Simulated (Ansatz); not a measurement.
# BH2 (boron dihydride): U-revPBE/def2-TZVPPD

What is the electronic atomisation energy of BH2 (boron dihydride) at U-revPBE/def2-TZVPPD? 

Program for the calculation: Ansatz 0.2.0.

30 further runs of the same task are left out: 30 set aside as unsound or not needed.

## (1) Starting point

BH2 has 3 atoms, charge 0, and is taken as a doublet. SMILES: `[BH2]`. The shape is that of a PBE0-D4/def2-TZVP optimisation.

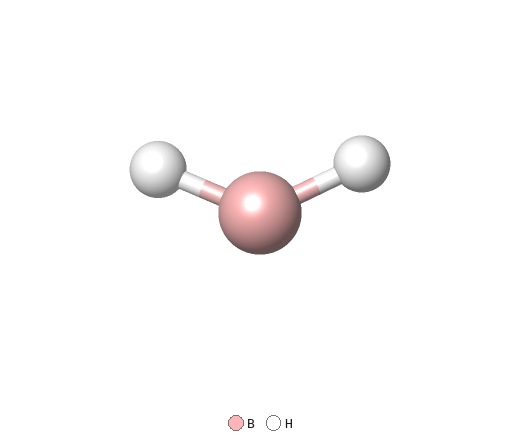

The structure, seen from a chosen angle (boron pink, hydrogen white).

## (2) A single-point energy at U-revPBE/def2-TZVPPD

molecule.yaml

```yaml
crystal:
  periodic: [false, false, false]
  atoms:
    - symbol: B
      position_ang: [0.265070, -0.167660, 0.129730]
    - symbol: H
      position_ang: [0.292070, 1.014920, 0.270850]
    - symbol: H
      position_ang: [-0.557150, -0.847260, -0.400590]
basis:
  gaussian: {orbitals: def2-TZVPPD.json}
magnetization: {spin_polarized: true, initial_magnetization: 1}
hamiltonian: {xc: {name: revPBE}}
output: {orbitals: {seedname: orbitals}}
accuracy: high
```

The basis set def2-TZVPPD is read from a file made from the Basis Set Exchange's data (not shown).

Launch:

```bash
$ ansatz run molecule.yaml --threads 1 --pin off --max-ram 3480MiB --events-out events.jsonl --progress --plain --runs-dir runs
```

Output:

```text
Warning: RAYON_NUM_THREADS=1 ignored (pool sized by the plan → 1); use --threads N
Functional definition: revPBE
  name "revPBE"
  parameter kappa = 1.245
  parameter beta = 0.06672455060314922
  exchange = pbe_x(kappa = kappa, mu = beta*pi^2/3)
  correlation = pbe_c(beta = beta)
1016 factors; integrals over basis functions are off by at most 2.8e-9 eV
mean field evaluation 1: about -704.7314 eV, gradient 1.1e1 eV
mean field evaluation 2: about -705.2346 eV, gradient 6.9e0 eV
mean field evaluation 4: about -705.6119 eV, gradient 1.7e-1 eV
mean field evaluation 8: about -705.6114 eV, gradient 3.4e-3 eV
mean field evaluation 16: about -705.6114 eV, gradient 4.2e-8 eV
mean field -705.61135735 eV, -25.9307391021 hartree, gradient 4.0e-9 eV, S^2 0.751999; 3 other end points of the search recorded, 0 dependent functions left out
reference -705.61136192 eV, -25.9307392700 hartree; 4, 3 occupied and 67, 68 virtual orbitals, 1016 factors
Total energy: -705.61136192 eV, -25.9307392700 hartree
```

It took 3.3 s on 1 thread of Arm Neoverse V1, shared host; peak memory 0.14 GiB.

## (3) The B atom at the same level

in.yaml

```yaml
basis:
  gaussian:
    orbitals: def2-TZVPPD.json
crystal:
  periodic: [false, false, false]
  atoms:
    - {symbol: B, position_ang: [0.000000, 0.000000, 0.000000]}
magnetization:
  spin_polarized: true
  initial_magnetization: 1
hamiltonian:
  xc: {name: revPBE}
accuracy: high
```

The basis set def2-TZVPPD is read from a file made from the Basis Set Exchange's data (not shown).

Launch:

```bash
$ ansatz run in.yaml --threads 1 --pin off --max-ram 3480MiB --events-out events.jsonl --progress --plain --runs-dir runs
```

Output:

```text
Warning: RAYON_NUM_THREADS=1 ignored (pool sized by the plan → 1); use --threads N
[... 6 set-up lines as earlier in the session ...]
368 factors; integrals over basis functions are off by at most 2.4e-9 eV
mean field evaluation 1: about -670.7275 eV, gradient 3.5e0 eV
mean field evaluation 2: about -670.8183 eV, gradient 1.5e0 eV
mean field evaluation 4: about -670.8403 eV, gradient 2.7e-1 eV
mean field evaluation 8: about -670.8402 eV, gradient 1.0e-3 eV
mean field evaluation 16: about -670.7068 eV, gradient 3.7e0 eV
mean field evaluation 32: about -670.8402 eV, gradient 9.6e-9 eV
mean field -670.84015811 eV, -24.6529210989 hartree, gradient 1.7e-8 eV, S^2 0.753709; 3 other end points of the search recorded, 0 dependent functions left out
reference -670.84016120 eV, -24.6529212124 hartree; 3, 2 occupied and 34, 35 virtual orbitals, 368 factors
Total energy: -670.84016120 eV, -24.6529212124 hartree
```

Run time: 1.4 s. Hardware: 1 thread of Arm Neoverse V1, shared host.

## (4) The H atom at the same level

molecule.yaml

```yaml
crystal:
  periodic: [false, false, false]
  atoms:
    - {symbol: H, position_ang: [0.000000, 0.000000, 0.000000]}
basis:
  gaussian:
    orbitals: def2-TZVPPD.json
magnetization:
  spin_polarized: true
  initial_magnetization: 1
hamiltonian:
  xc: {name: revPBE}
accuracy: high
```

The basis set def2-TZVPPD is read from a file made from the Basis Set Exchange's data (not shown).

Run the same way, it converges to -0.50412 Eh (log not shown).

## (5) What came out

At U-revPBE/def2-TZVPPD:

| quantity | value |
| --- | --- |
| molecule: total energy | -25.93074 Eh |
| molecule: HOMO energy (highest over α and β) | -4.93 eV |
| molecule: LUMO energy (lowest over α and β) | -3.36 eV |
| molecule: ⟨S²⟩ | 0.752 |
| B atom: total energy | -24.65292 Eh |
| B atom: ⟨S²⟩ | 0.754 |
| H atom: total energy | -0.50412 Eh |
| H atom: ⟨S²⟩ | 0.750 |
| electronic atomisation energy | 7.335 eV |

In words: Taking the molecule apart into free atoms costs 7.34 eV (708 kJ/mol), before zero-point energy and without spin-orbit coupling.
